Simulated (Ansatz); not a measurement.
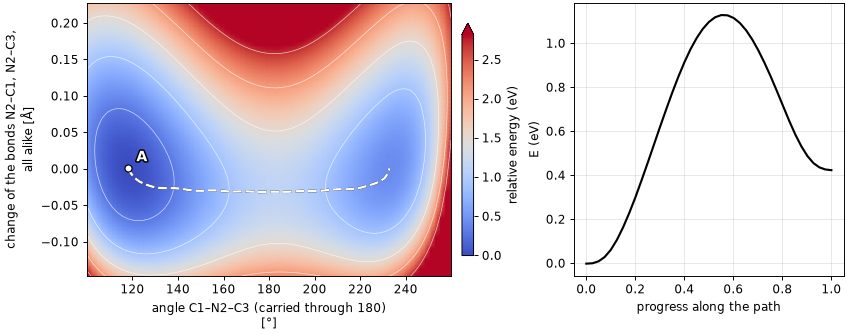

C₄H₆FN, SMILES C=NC=CCF. Coordinates scanned: (1) angle C1–N2–C3 (carried through 180); (2) change of the bonds N2–C1, N2–C3, all alike. Nothing is relaxed (all other coordinates rigid). The grid has 11 × 11 points. Points are written as (first, second). Energies are in eV, from the relaxed molecule at the same level. The calculation used Ansatz, RKS PBE-D4/def2-SVP.

In the figure: a smooth colour map with a few white contour lines, a line along the lowest path, one colour for all values above the top of the scale, the energy along the path at the right, the start A. Between grid points the surface is interpolated.

Q: Describe the path and its barrier.

A: The easiest path leads from the well at (116°, 0.003 Å) to the well at about (235°, 0.00 Å), about 0.42 eV higher. Its highest point lies about 1.1 eV above the bottom of the first well on the interpolated surface, at (180°, −0.035 Å). Seen from the upper well the barrier is about 0.71 eV. The start is the relaxed structure and all else is held, so a fully relaxed path at this level can only be lower.
